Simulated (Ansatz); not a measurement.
```json
{"atom": "Al", "x (Å)": "-0.9061", "y (Å)": "0.7786", "z (Å)": "0.1514"}
{"atom": "H", "x (Å)": "-2.2065", "y (Å)": "0.2160", "z (Å)": "-0.6072"}
{"atom": "C", "x (Å)": "0.7128", "y (Å)": "1.4251", "z (Å)": "-0.7399"}
{"atom": "O", "x (Å)": "-1.0028", "y (Å)": "1.0663", "z (Å)": "1.8558"}
{"atom": "H", "x (Å)": "-0.4355", "y (Å)": "-1.4346", "z (Å)": "-0.0856"}
{"atom": "As", "x (Å)": "0.9393", "y (Å)": "-2.0001", "z (Å)": "0.3879"}
{"atom": "H", "x (Å)": "0.5562", "y (Å)": "2.4706", "z (Å)": "-1.0867"}
{"atom": "H", "x (Å)": "0.9820", "y (Å)": "0.8293", "z (Å)": "-1.6382"}
{"atom": "H", "x (Å)": "1.5826", "y (Å)": "1.4373", "z (Å)": "-0.0504"}
{"atom": "H", "x (Å)": "-1.8130", "y (Å)": "0.8872", "z (Å)": "2.3582"}
{"atom": "H", "x (Å)": "0.2869", "y (Å)": "-3.3895", "z (Å)": "0.5356"}
{"atom": "H", "x (Å)": "1.3044", "y (Å)": "-2.2858", "z (Å)": "-1.0806"}
```

These are results of Ansatz, RKS PBE-D4/def2-SVP, not measurements.

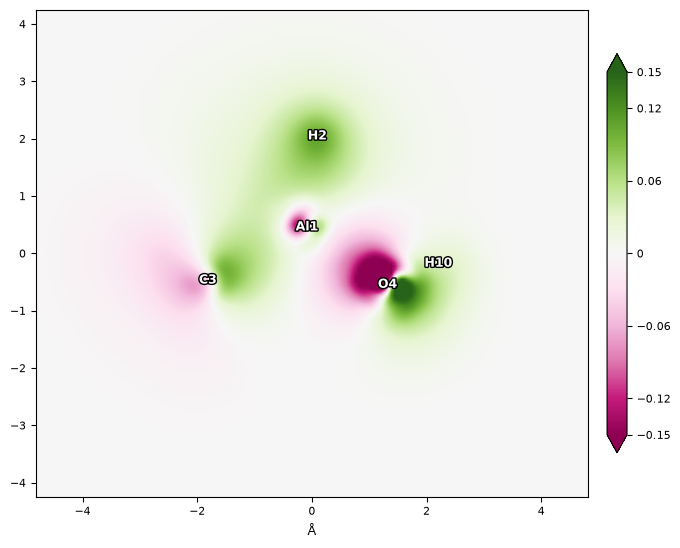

CH₅AlO···AsH₃. The HOMO−1 on the plane of atoms C3, Al1 and O4 (values in Å⁻³ᐟ²; the overall sign is arbitrary).

Where does this orbital lie, and at what energy?

Answer. Its weight (Hirshfeld) is mainly on O4 (about 75 %); largely a lone pair of O4. Its energy is −6.88 eV.
